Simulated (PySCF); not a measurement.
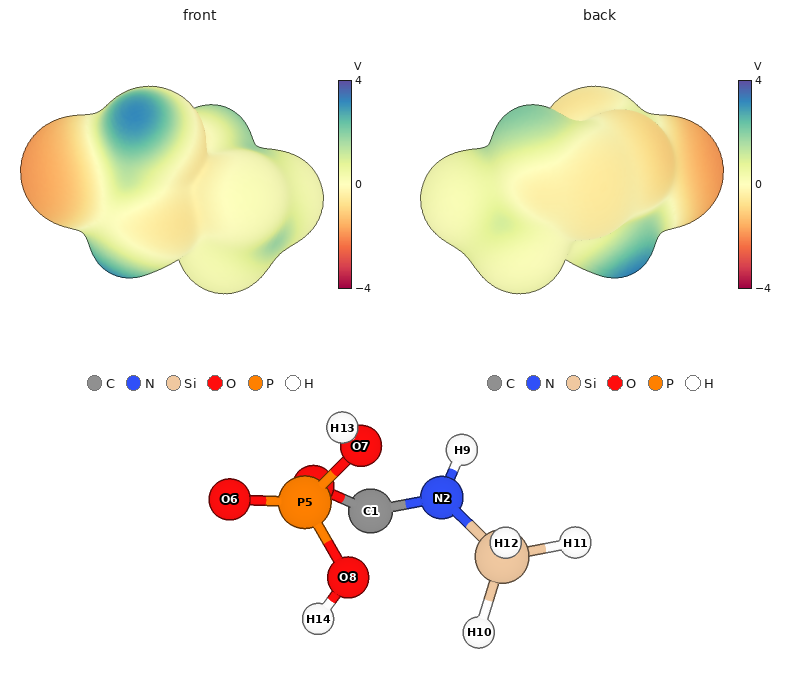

CH6NO4PSi (triplet). The molecular electrostatic potential painted on the density surface at 0.002 e/bohr³, seen from the front and from behind; the colour scale runs from red (negative) to blue (positive). The bare structure is drawn below in the same view.

Geometry: PBE0-D3(BJ)/def2-SVP.

The calculation used PySCF 2.14.0, density-fitted response routines, UKS B3LYP, IGLO-III on C N O P Si, pcH-1 on H, non-relativistic, mean-field spin-orbit, GIAO.

The calculation's input:

```
{"job": {"kind": "epr"}, "charge": 0, "multiplicity": 3}
C      0.224227    -1.049130     1.304550
N     -1.065081    -0.903245     0.914190
Si    -1.657510    -1.094539    -0.743165
O      1.134642    -0.050459     1.496512
P      1.547747     0.997095     0.324616
O      2.879077     1.594921     0.493378
O      0.297706     1.999342     0.312642
O      1.281775     0.172819    -1.037873
H     -1.742748    -0.684318     1.648173
H     -0.813984    -2.114993    -1.422518
H     -3.068041    -1.569265    -0.619547
H     -1.652249     0.177885    -1.520533
H      0.593759     2.900139     0.126250
H      2.034172    -0.390949    -1.262316
```

Launched as:

```sh
OMP_NUM_THREADS=1 python cluster_run.py task.json out
```

Where is the surface potential most negative and most positive?

Answer. The most negative region (about −1.8 V) lies over O6, the most positive (about +3.1 V) over H13 and H14. O6 is the likeliest acceptor of a hydrogen bond.
